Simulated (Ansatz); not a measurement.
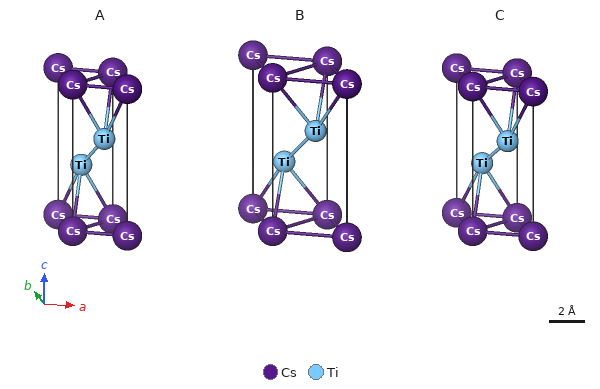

3 geometries from one relaxation of a crystal of CsTi₂ (a generated structure, set up in P-3m1) (coarse preliminary run), in shuffled order. A ball-and-stick model of the cell of the calculation, seen slightly off an axis.

The calculation used DFT PBE, scalar-relativistic, plane waves, PAW in Ansatz. Set-up: plane-wave cutoff 420 eV; k-point mesh 6 × 6 × 2; occupations gaussian; smearing width 0.1 eV; no spin polarisation; cell and atoms relaxed; force threshold 0.04 eV/Å; at most 70 steps.

> Put them in the order of the run, from the start to the converged end.

B, C, A. They are steps 0, 4, 9, at +1280 meV per atom, +156 meV per atom relative to the last. The largest moves relative to the cell, 0.17 Å, are those of Ti atoms. Cs stays in place. The drawn cell changes as follows: a = b 4.432 → 3.262 Å (−26.4 %), c 9.271 → 8.864 Å (−4.4 %); the volume changes by −48.2 %. Among the contacts that change: Cs–Cs 4.432 → 3.262 Å, Ti–Ti 3.534 → 2.744 Å, Cs–Ti 4.269 → 3.917 Å. Bond angles that change, for instance: Cs–Ti–Ti 109.6° → 118.2°, Cs–Ti–Ti 170.4° → 165.4°, Ti–Ti–Ti 77.7° → 73.0°. The space group stays P-3m1 (No. 164). After 8 accepted moves (9 points after the start) the energy has fallen by 1280 meV per atom. Largest force component: 1.8 eV/Å at the start, 0.0081 eV/Å at the end. The pressure goes from −6.22 to 0.02 GPa. The SCF was repeated once at an unchanged geometry on a basis and grid sized afresh for the cell, which shifted the energy by 0.7 meV per atom at most. The run took 68 s on 1 thread of Arm Neoverse N1 (shared host), peak memory 0.4 GiB.
